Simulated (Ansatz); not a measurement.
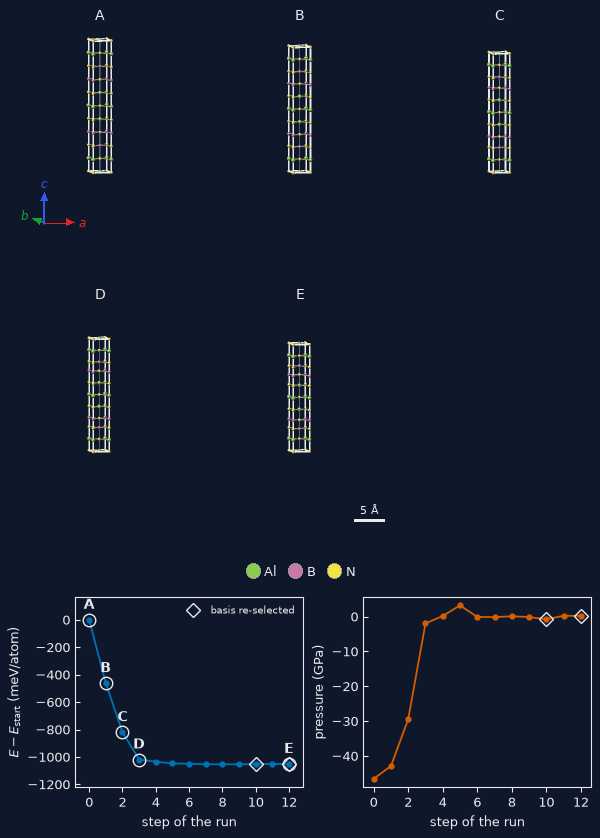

Frames of a relaxation of solid Al$_{3}$B$_{2}$N$_{5}$ (a generated structure, set up in I4/mmm) (coarse preliminary run), marked on the history of the run. A ball-and-stick model of the conventional cell (2 times the calculation's cell), seen slightly off an axis. Lengths and directions refer to the drawn axes.

Method: DFT PBE, scalar-relativistic, plane waves, PAW (Ansatz).

Input file:
```yaml
crystal:
  lattice:
    - [-1.59012169, 1.59012169, 11.24385827]
    - [1.59012169, -1.59012169, 11.24385827]
    - [1.59012169, 1.59012169, -11.24385827]
  atoms:
    - { symbol: Al, position: [0.9, 0.9, 0.0] }
    - { symbol: Al, position: [0.5, 0.5, 0.0] }
    - { symbol: Al, position: [0.1, 0.1, 0.0] }
    - { symbol: B, position: [0.7, 0.7, 0.0] }
    - { symbol: B, position: [0.3, 0.3, 0.0] }
    - { symbol: "N", position: [0.0, 0.0, 0.0] }
    - { symbol: "N", position: [0.6, 0.6, 0.0] }
    - { symbol: "N", position: [0.2, 0.2, 0.0] }
    - { symbol: "N", position: [0.8, 0.8, 0.0] }
    - { symbol: "N", position: [0.4, 0.4, 0.0] }
basis:
  ecutwfc: 420
kpoints:
  mp_grid: { grid: [8, 8, 8] }
hamiltonian:
  xc: pbe
scf:
  occupations: { method: gaussian, width: 0.1 }
  lower_state_search: "off"
output:
  forces: true
  stress: true
  eigenvalues: true
relax:
  adjacent_minimum: "off"
  f_tol: 0.04
  max_steps: 70
  cell: { stress_tol: 0.4 }
```

Command:
```bash
ansatz run input.yaml --threads 1 --pin off --max-ram 2560MiB --backend cpu --events-out ev --progress --plain --runs-dir out
```

**Describe the path.**

Over 10 accepted moves (12 points after the start) the energy falls by 1051 meV per atom. Largest force component: 0.51 eV/Å at the start, 0.016 eV/Å at the end. The pressure goes from −46.53 to 0.22 GPa. At 2 points the geometry stayed and the basis and grid were re-selected for the new cell (energy shift of 2.5 meV per atom at most each time). The largest moves relative to the cell, 0.24 Å, are those of N7 and N10. N10 goes along −c. By element the largest moves are N 0.24 Å, Al 0.22 Å, B 0.13 Å. Cell: a = b 3.180 → 2.860 Å (−10.1 %), c 22.488 → 18.283 Å (−18.7 %). Volume −34.2 %. Some distances before and after: B4–N9 2.249 → 1.486 Å, B4–N7 2.249 → 1.712 Å, Al1–N9 2.249 → 1.824 Å, Al1–N10 2.249 → 2.023 Å. The space group stays I4/mmm (No. 139). From step 0 to 1: N atoms move most (0.04 Å), volume −13.8 %, energy −462 meV per atom. From step 1 to 2: N atoms move most (0.06 Å), volume −13.5 %, energy −358 meV per atom. From step 2 to 3: B and N atoms move most (0.11 Å), volume −11.8 %, energy −199 meV per atom. From step 3 to 12: N atoms move most (0.14 Å), energy −32.6 meV per atom.

```
step  E − E(0), meV/atom  largest force component, eV/Å  pressure, GPa  volume, Å³/atom                      note
   0                0.00                         0.5090         -46.53           11.372                          
   1             -461.77                         1.1066         -42.88            9.807                          
   2             -819.56                         1.6666         -29.46            8.478                          
   3            -1018.60                         0.9364          -1.96            7.480                          
   4            -1034.37                         1.2862           0.20            7.429                          
   5            -1047.05                         0.7361           3.22            7.393                          
   6            -1048.72                         1.0270          -0.07            7.497                          
   7            -1053.16                         0.1601          -0.15            7.492                          
   8            -1053.55                         0.0796           0.10            7.508                          
   9            -1053.60                         0.0175          -0.11            7.511                          
  10            -1051.13                         0.0188          -0.77            7.511  same geometry, new basis
  11            -1051.32                         0.0157           0.25            7.478                          
  12            -1051.18                         0.0158           0.22            7.478  same geometry, new basis
```
